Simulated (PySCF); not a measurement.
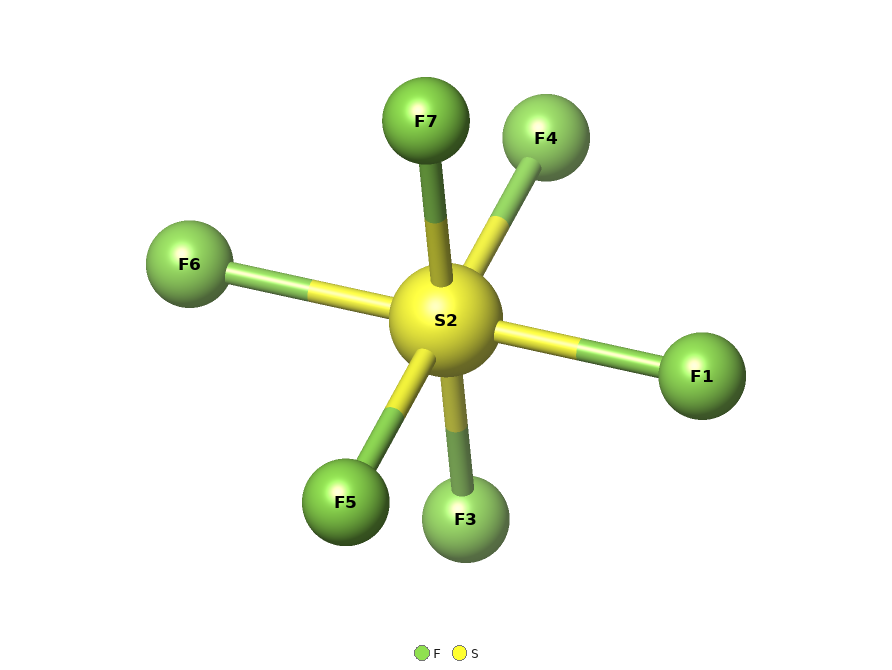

The geometry was computed by an optimisation with PBE0-D3(BJ)/def2-SVP. No frequency run is at hand to confirm it as a minimum. Properties computed with delta-SCF UKS SCAN, pcX-2 on the ionised atom, pcseg-1 elsewhere, spin-free X2C (PySCF 2.14.0).

Give the core-electron binding energies (to vacuum; p and d levels without spin–orbit splitting) of F1 1s, S2 1s, S2 2p, F3 1s, F4 1s, F6 1s, F7 1s.

| atom | level | binding energy (eV) |
| --- | --- | --- |
| F1 | 1s | 694.9 |
| S2 | 1s | 2489.6 |
| S2 | 2p | 180.5 |
| F3 | 1s | 694.9 |
| F4 | 1s | 694.9 |
| F6 | 1s | 694.9 |
| F7 | 1s | 694.9 |
